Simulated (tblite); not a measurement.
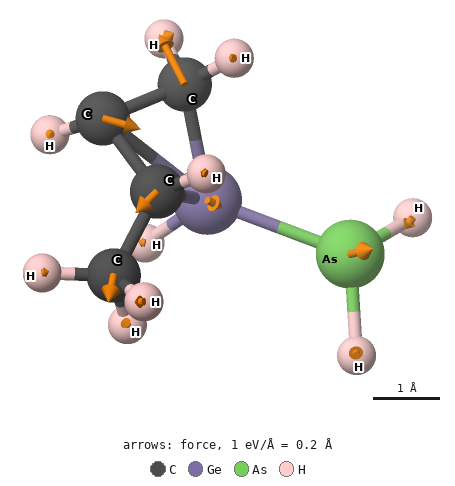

Starting geometry of C₄H₁₀AsGe (multiplicity 2) with the computed forces as orange arrows. Style: ball-and-stick. Shown at a tilt.

Method: tblite, GFN2-xTB geometry optimisation, gas phase. 

### Is this structure relaxed? If not, where do the atoms go?

It isn't relaxed: the largest force vector, on a C atom, is 5.02 eV/Å. The final displacements have little in common with the starting forces (cosine between the two patterns 0.19). An H atom moves most after the best rigid fit: 1.62 Å. Largest moves by element: H 1.62 Å, Ge 1.43 Å, As 0.82 Å, C 0.75 Å. Some distances before and after: C–Ge 2.806 → 4.694 Å, C–Ge 1.966 → 3.506 Å, C–C 2.087 → 2.472 Å, C–Ge 2.398 → 2.769 Å. Bonds break, among them: C–Ge (1.97 → 3.51 Å). Among the angles between lasting bonds that change: C–C–C 87.3° → 124.3°, Ge–As–H 114.4° → 91.3°, H–As–H 111.7° → 88.9°. Over 193 geometry steps the energy falls by 391.0 kJ/mol. The run took 1.2 s on 1 thread of Arm Neoverse V2, with other jobs on the host.
